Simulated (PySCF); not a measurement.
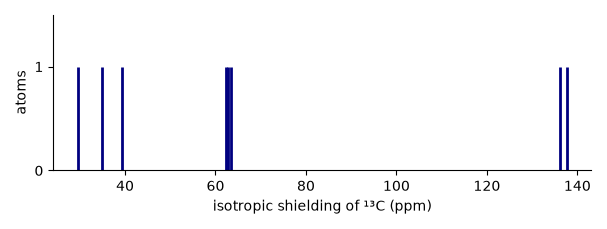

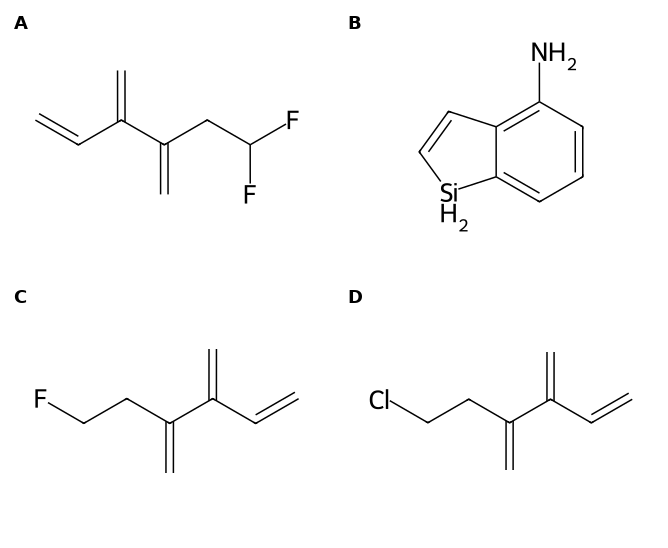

The sticks are computed shieldings of one of the molecules, for one fixed geometry (GFN2-xTB) without averaging over rotations. Low shielding means a high chemical shift. Method: GIAO PBE0/pcSseg-1 NMR shielding, non-relativistic, gas phase (PySCF 2.14.0).

### Which molecule gives this pattern?

D, `C=CC(=C)C(=C)CCCl`. Its 8 C atoms give lines at 29.5, 34.8, 39.4, 62.2, 62.7, 63.5, 136.2, 137.6 ppm.
